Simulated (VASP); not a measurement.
# TiO2 (Anatase): time-dependent DFT spectra

Wanted: excitation energies of TiO2 (Anatase) from time-dependent DFT. No run with exact exchange ended well, so the account stays semilocal. The cell is of the anatase type, one of the forms listed for this formula. The start is a cell from a database of measured crystal structures.

Program: VASP 6.6.1. Level of theory: LDA, no spin polarisation; plane waves and PAW (Ti_sv, O), in the first sound run; inputs show where later runs differ. Results are calculated unless marked as measured.

### 1. The structure

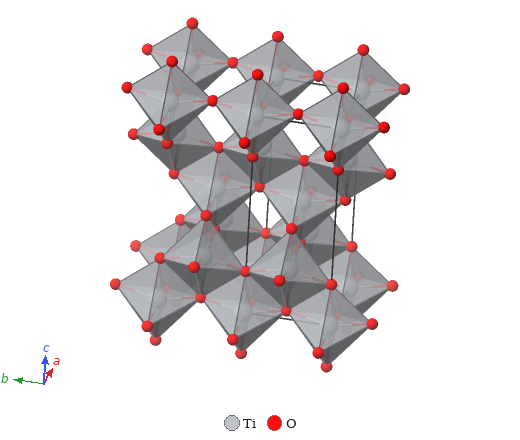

The cell as given, from a free direction (titanium light grey, oxygen red). 1×2×1 cells are drawn. This picture shows the conventional cell, with its axes. Some periodic images of atoms are drawn too.

Coordinates:

```cif
data_structure
_symmetry_space_group_name_H-M 'P 1'
_symmetry_Int_Tables_number 1
_cell_length_a 5.4582
_cell_length_b 5.4582
_cell_length_c 5.4582
_cell_angle_alpha 139.435
_cell_angle_beta 139.435
_cell_angle_gamma 58.713
_cell_volume 68.13
loop_
_atom_site_label
_atom_site_type_symbol
_atom_site_fract_x
_atom_site_fract_y
_atom_site_fract_z
_atom_site_occupancy
Ti1 Ti 0.75000 0.25000 0.50000 1
Ti2 Ti 0.00000 0.00000 0.00000 1
O3 O 0.79190 0.79190 0.00000 1
O4 O 0.54190 0.04190 0.50000 1
O5 O 0.95810 0.45810 0.50000 1
O6 O 0.20810 0.20810 0.00000 1
```

### 2. Ground state at LDA

The orbitals come from a self-consistent LDA run. A small SIGMA keeps every occupation at zero or full.

File INCAR:

```
SYSTEM = TiO2
PREC = Accurate
ENCUT = 420
EDIFF = 1E-08
NELM = 100
ISMEAR = 0
SIGMA = 0.01
LREAL = .FALSE.
ALGO = Normal
GGA = CA
NBANDS = 30
LASPH = .TRUE.
LORBIT = 11
LWAVE = .TRUE.
LCHARG = .FALSE.
KPAR = 8
```

File POSCAR:

```
TiO2
1.0
   -1.8921000000      1.8921000000      4.7573000000
    1.8921000000     -1.8921000000      4.7573000000
    1.8921000000      1.8921000000     -4.7573000000
Ti O
2 4
Direct
    0.7500000000      0.2500000000      0.5000000000
    0.0000000000      0.0000000000      0.0000000000
    0.7919000000      0.7919000000      0.0000000000
    0.5419000000      0.0419000000      0.5000000000
    0.9581000000      0.4581000000      0.5000000000
    0.2081000000      0.2081000000      0.0000000000
```

File KPOINTS:

```
Automatic mesh
0
Gamma
6 6 6
0 0 0
```

Potentials, in the order of the species: Ti_sv and O (PBE family, release 64).

Launch:

```console
$ mpirun -np 8 vasp_std
```

What it wrote:

```text
[banner, memory and clock lines left out]
running    8 mpi-ranks, on    1 nodes
 distrk:  each k-point on    1 cores,    8 groups
 distr:  one band on    1 cores,    1 groups

 POSCAR found type information on POSCAR TiO
 POSCAR found :  2 types and       6 ions
|                                                                             |
|           W    W    AA    RRRRR   N    N  II  N    N   GGGG   !!!           |
|           W    W   A  A   R    R  NN   N  II  NN   N  G    G  !!!           |
|           W    W  A    A  R    R  N N  N  II  N N  N  G       !!!           |
|           W WW W  AAAAAA  RRRRR   N  N N  II  N  N N  G  GGG   !            |
|           WW  WW  A    A  R   R   N   NN  II  N   NN  G    G                |
|           W    W  A    A  R    R  N    N  II  N    N   GGGG   !!!           |
|                                                                             |
|     For optimal performance we recommend to set                             |
|       NCORE = 2 up to number-of-cores-per-socket                            |
|     NCORE specifies how many cores store one orbital (NPAR=cpu/NCORE).      |
|     This setting can greatly improve the performance of VASP for DFT.       |
|     The default, NCORE=1 might be grossly inefficient on modern             |
|     multi-core architectures or massively parallel machines. Do your        |
|     Unfortunately you need to use the default for GW and RPA                |
|     calculations (for HF NCORE is supported but not extensively tested      |
|     yet).                                                                   |
|                                                                             |

|                                                                             |
|               ----> ADVICE to this user running VASP <----                  |
|                                                                             |
|     You enforced a specific xc type in the INCAR file but a different       |
|     [... a line on the potential file left out ...]
|     I HOPE YOU KNOW WHAT YOU ARE DOING!                                     |
|                                                                             |

 LDA part: xc-table for (Slater(with rela. corr.)+CA(PZ))
 , standard interpolation
 POSCAR, INCAR and KPOINTS ok, starting setup
 FFT: planning ... GRIDC
 FFT: planning ... GRID_SOFT
 FFT: planning ... GRID
 WAVECAR not read
 entering main loop
       N       E                     dE             d eps       ncg     rms          rms(c)
DAV:   1     0.607150114357E+03    0.60715E+03   -0.21930E+04  1808   0.161E+03
DAV:   2     0.182773834699E+02   -0.58887E+03   -0.55874E+03  2040   0.503E+02
DAV:   3    -0.710020475304E+02   -0.89279E+02   -0.88293E+02  2678   0.189E+02
DAV:   4    -0.750966993905E+02   -0.40947E+01   -0.40903E+01  2514   0.390E+01
DAV:   5    -0.752595415270E+02   -0.16284E+00   -0.16281E+00  2422   0.619E+00    0.323E+01
DAV:   6    -0.595911365482E+02    0.15668E+02   -0.96858E+01  2312   0.959E+01    0.116E+01
DAV:   7    -0.592259220705E+02    0.36521E+00   -0.15163E+01  2308   0.317E+01    0.886E+00
DAV:   8    -0.591233509669E+02    0.10257E+00   -0.33394E+00  2172   0.185E+01    0.384E+00
DAV:   9    -0.589671008512E+02    0.15625E+00   -0.10257E+00  2182   0.976E+00    0.102E+00
DAV:  10    -0.589750100760E+02   -0.79092E-02   -0.10794E-01  2150   0.242E+00    0.530E-01
DAV:  11    -0.589698803766E+02    0.51297E-02   -0.24623E-02  2262   0.102E+00    0.770E-02
DAV:  12    -0.589700988013E+02   -0.21842E-03   -0.20335E-03  1932   0.514E-01    0.156E-01
DAV:  13    -0.589699064706E+02    0.19233E-03   -0.54362E-04  2144   0.239E-01    0.362E-02
DAV:  14    -0.589699033196E+02    0.31510E-05   -0.72623E-05  2536   0.765E-02    0.126E-02
DAV:  15    -0.589699030901E+02    0.22951E-06   -0.10478E-05  2308   0.309E-02    0.586E-03
DAV:  16    -0.589699029664E+02    0.12366E-06   -0.78577E-07  2106   0.795E-03    0.221E-03
DAV:  17    -0.589699029468E+02    0.19621E-07   -0.20476E-07  2268   0.320E-03    0.298E-04
DAV:  18    -0.589699029472E+02   -0.38017E-09   -0.71500E-09   978   0.609E-04
   1 F= -.58969903E+02 E0= -.58969903E+02  d E =-.111412E-12
 writing wavefunctions
```

Run time: 5.6 s. Hardware: 8 MPI ranks of Intel Xeon 6975P-C (Granite Rapids), shared host; peak memory 1.6 GiB.

Lines that name or quote the potential files are left out of all logs, and their timing lines are given in words.

OUTCAR, selected parts (step 2):

```text
ion  position               nearest neighbor table
   1  0.750  0.250  0.500-   3 1.93   6 1.93   3 1.93   6 1.93   5 1.98   4 1.98
   2  0.000  0.000  0.000-   4 1.93   5 1.93   4 1.93   5 1.93   3 1.98   6 1.98
   3  0.792  0.792  0.000-   1 1.93   1 1.93   2 1.98
   4  0.542  0.042  0.500-   2 1.93   2 1.93   1 1.98
   5  0.958  0.458  0.500-   2 1.93   2 1.93   1 1.98
   6  0.208  0.208  0.000-   1 1.93   1 1.93   2 1.98

  LATTYP: Found a body centered tetragonal cell.
 ALAT       =     3.7842000000
 C/A-ratio  =     2.5142962846

 Subroutine GETGRP returns: Found 16 space group operations
 (whereof  8 operations were pure point group operations)

The static configuration has the point symmetry D_2d.
 The point group associated with its full space group is D_4h.

 Found     30 irreducible k-points:

   k-points           NKPTS =     30   k-points in BZ     NKDIM =     30   number of bands    NBANDS=     30

   dimension x,y,z NGX =    36 NGY =   36 NGZ =   36
   dimension x,y,z NGXF=    72 NGYF=   72 NGZF=   72

   ENCUT  =  420.0 eV  30.87 Ry    5.56 a.u.   9.12  9.12  9.12*2*pi/ulx,y,z

   NELECT =      48.0000    total number of electrons

 k-points in reciprocal lattice and weights: Automatic mesh
   0.00000000  0.00000000  0.00000000       0.005
   0.16666667 -0.00000000  0.00000000       0.037
   0.33333333  0.00000000  0.00000000       0.037
   0.50000000  0.00000000  0.00000000       0.019
   0.16666667  0.16666667  0.00000000       0.037
   0.33333333  0.16666667 -0.00000000       0.074
   0.50000000  0.16666667  0.00000000       0.074
  -0.33333333  0.16666667 -0.00000000       0.074
  -0.16666667  0.16666667  0.00000000       0.019
[...]
-0.33333333 -0.33333333  0.33333333       0.009
   0.50000000  0.50000000  0.50000000       0.005

 average (electrostatic) potential at core
       1 -76.7997       2 -76.7997       3 -70.3112       4 -70.3112       5 -70.3112
       6 -70.3112

 E-fermi :   3.0280

 k-point     1 :       0.0000    0.0000    0.0000
  band No.  band energies     occupation
    ...
     20       2.2520      2.00000
     21       2.2520      2.00000
     22       2.2561      2.00000
     23       2.5449      2.00000
     24       2.5449      2.00000
     25       5.0181      0.00000
     26       5.7857      0.00000
     27       6.9330      0.00000
     28       6.9330      0.00000
     29       6.9737      0.00000
    ...

 k-point     2 :       0.1667   -0.0000    0.0000
  band No.  band energies     occupation
    ...
     20       1.6887      2.00000
     21       1.9892      2.00000
     22       2.2457      2.00000
     23       2.2818      2.00000
     24       2.5545      2.00000
     25       5.6038      0.00000
     26       5.8984      0.00000
     27       6.4106      0.00000
     28       6.6433      0.00000
     29       6.8669      0.00000
    ...

 k-point     3 :       0.3333    0.0000    0.0000
  band No.  band energies     occupation
    ...
     20       1.1382      2.00000
     21       1.3161      2.00000
     22       2.1369      2.00000
     23       2.2008      2.00000
     24       2.4344      2.00000
     25       6.0226      0.00000
     26       6.3438      0.00000
     27       6.4951      0.00000
     28       6.5626      0.00000
     29       6.8744      0.00000
    ...

  Total       -4.2930267     -4.2930267     -3.9152395      0.0000000     -0.0000000      0.0000000
  in kB     -100.9637496   -100.9637496    -92.0789205      0.0000000     -0.0000000      0.0000000
  external PRESSURE =     -98.0021399 kB  Pullay stress =       0.0000000 kB

  energy-cutoff  :      420.00
  volume of cell :       68.13
      direct lattice vectors                 reciprocal lattice vectors
    -1.892100000  1.892100000  4.757300000     0.000000000  0.264256646  0.105101633
     1.892100000 -1.892100000  4.757300000     0.264256646  0.000000000  0.105101633
     1.892100000  1.892100000 -4.757300000     0.264256646  0.264256646  0.000000000

 POSITION                                       TOTAL-FORCE (eV/Angst)
 -----------------------------------------------------------------------------------
      0.00000      1.89210      2.37865         0.000000      0.000000     -0.000000
      0.00000      0.00000      0.00000         0.000000      0.000000      0.000000
      0.00000      0.00000      7.53461        -0.000000      0.000000      0.084970
      0.00000      1.89210      0.39866         0.000000     -0.000000      0.084970
      0.00000      1.89210      4.35864         0.000000     -0.000000     -0.084970
      0.00000      0.00000      1.97999        -0.000000      0.000000     -0.084970
 -----------------------------------------------------------------------------------
    total drift:                               -0.000000      0.000000     -0.000000

  FREE ENERGIE OF THE ION-ELECTRON SYSTEM (eV)
  ---------------------------------------------------
  free  energy   TOTEN  =       -58.9699029472 eV

  energy  without entropy=      -58.9699029472  energy(sigma->0) =      -58.96990295

 total charge
# of ion       s       p       d       tot
------------------------------------------
    1        2.227   6.309   1.782  10.318
    2        2.227   6.309   1.782  10.318
    3        1.578   3.487   0.000   5.065
    4        1.578   3.487   0.000   5.065
    5        1.578   3.487   0.000   5.065
    6        1.578   3.487   0.000   5.065
--------------------------------------------------
tot         10.766  26.566   3.565  40.897

[... 3 further parts left out ...]
```

The gap is read on the k-mesh alone, so it is an upper bound where the band edges lie off the mesh. The PAW data sets were made with PBE, though LDA sets exist; this is a small mismatch.

This step gave:

- free energy (TOTEN): -58.9699 eV
- Fermi energy: 3.028 eV
- pressure: -9.800 GPa
- gap on the k-mesh: 2.036 eV
- least direct gap on the k-mesh: 2.352 eV

### 3. Empty bands

ALGO = Exact diagonalises the converged Hamiltonian in one step, and LOPTICS writes the k-derivatives of the orbitals (WAVEDER), which give the transition dipoles.

File INCAR:

```
SYSTEM = TiO2
PREC = Accurate
ENCUT = 420
ISMEAR = 0
SIGMA = 0.01
LREAL = .FALSE.
GGA = CA
NBANDS = 40
LASPH = .TRUE.
ALGO = Exact
NELM = 1
LWAVE = .TRUE.
LCHARG = .FALSE.
LOPTICS = .TRUE.
NEDOS = 1000
CSHIFT = 0.1
```

POSCAR is that of step 2.

KPOINTS is that of step 2.

Launch:

```console
$ mpirun -np 8 vasp_std
```

What it wrote:

```text
[banner, memory and clock lines left out]
running    8 mpi-ranks, on    1 nodes
 distrk:  each k-point on    8 cores,    1 groups
 distr:  one band on    1 cores,    8 groups

 POSCAR found type information on POSCAR TiO
 POSCAR found :  2 types and       6 ions
 [... a notice as in an earlier step ...]

 [... a notice as in an earlier step ...]

 LDA part: xc-table for (Slater(with rela. corr.)+CA(PZ))
 , standard interpolation
 found WAVECAR, reading the header
  number of bands has changed, file:    30 present:    40
  trying to continue reading WAVECAR, but it might fail
 POSCAR, INCAR and KPOINTS ok, starting setup
 FFT: planning ... GRIDC
 FFT: planning ... GRID_SOFT
 FFT: planning ... GRID
 reading WAVECAR
 random initialization beyond band           30
 the WAVECAR file was read successfully
 initial charge from wavefunction
 entering main loop
       N       E                     dE             d eps       ncg     rms          rms(c)
DIA:   1    -0.589699029483E+02   -0.58970E+02    0.00000E+00     0   0.000E+00
   1 F= -.58969903E+02 E0= -.58969903E+02  d E =-.551450E-20
 writing wavefunctions
 optical routines
 imaginary and real dielectric function
 recalculating local potential from charge density
 direction            1
 direction            2
 direction            3
```

Elapsed: 15 s, on 8 MPI ranks; peak memory 2.3 GiB; 2 min of CPU time.

From OUTCAR (step 3):

```text
 Found     30 irreducible k-points:

   k-points           NKPTS =     30   k-points in BZ     NKDIM =     30   number of bands    NBANDS=     40

   NELECT =      48.0000    total number of electrons

 E-fermi :   3.0437

 k-point     3 :       0.3333    0.0000    0.0000
  band No.  band energies     occupation
    ...
     20       1.1382      2.00000
     21       1.3161      2.00000
     22       2.1369      2.00000
     23       2.2008      2.00000
     24       2.4344      2.00000
     25       6.0226      0.00000
     26       6.3437      0.00000
     27       6.4950      0.00000
     28       6.5626      0.00000
     29       6.8744      0.00000
    ...

 k-point     4 :       0.5000    0.0000    0.0000
  band No.  band energies     occupation
    ...
     20       1.0092      2.00000
     21       1.0248      2.00000
     22       2.0397      2.00000
     23       2.1746      2.00000
     24       2.3862      2.00000
     25       6.1670      0.00000
     26       6.4912      0.00000
     27       6.5217      0.00000
     28       6.6216      0.00000
     29       7.2647      0.00000
    ...

  Total       -4.2928187     -4.2928187     -3.9150961      0.0000000      0.0000000      0.0000000
  in kB     -100.9588564   -100.9588564    -92.0755481      0.0000000      0.0000000      0.0000000
  external PRESSURE =     -97.9977536 kB  Pullay stress =       0.0000000 kB

 POSITION                                       TOTAL-FORCE (eV/Angst)
 -----------------------------------------------------------------------------------
      0.00000      1.89210      2.37865        -0.000000     -0.000000     -0.000000
      0.00000      0.00000      0.00000        -0.000000     -0.000000     -0.000000
      0.00000      0.00000      7.53461         0.000000     -0.000000      0.084961
      0.00000      1.89210      0.39866        -0.000000      0.000000      0.084961
      0.00000      1.89210      4.35864        -0.000000      0.000000     -0.084961
      0.00000      0.00000      1.97999         0.000000     -0.000000     -0.084961
 -----------------------------------------------------------------------------------
    total drift:                               -0.000000      0.000000     -0.000000

  FREE ENERGIE OF THE ION-ELECTRON SYSTEM (eV)
  ---------------------------------------------------
  free  energy   TOTEN  =       -58.9699029483 eV

  energy  without entropy=      -58.9699029483  energy(sigma->0) =      -58.96990295

 plasma frequency squared (from intraband transitions) (eV^2)
  --------------------------------------------------------------------------------------
       0.000       0.000       0.000
       0.000       0.000       0.000
      -0.000       0.000       0.000

[... 10 parts as in an earlier step ...]

[... 3 further parts left out ...]
```

WAVECAR now holds 40 bands for 48 electrons. Its independent-particle dielectric tensor has xx, yy, zz = 6.8, 6.8, 6.5 on this mesh, which isn't tested for convergence in mesh or bands and lacks local fields.

(Part 1 of 3 ends here.)

[Lines on the potential files, build, host, timing and source positions are cut from VASP's logs without a mark.]

[Logs are printed without paths, hosts, clocks, repeated set-up lines and the standing remarks that a program may print on its own settings, such as how far it seeks lower states.]

[Hosts, paths, dates, database ids (printed as entryN), source tags and the programs' standing remarks are cut or masked in the printed files.]

[Pressures printed for these runs are not shown converged in the cutoff: they can be off by several GPa and have the wrong sign.]
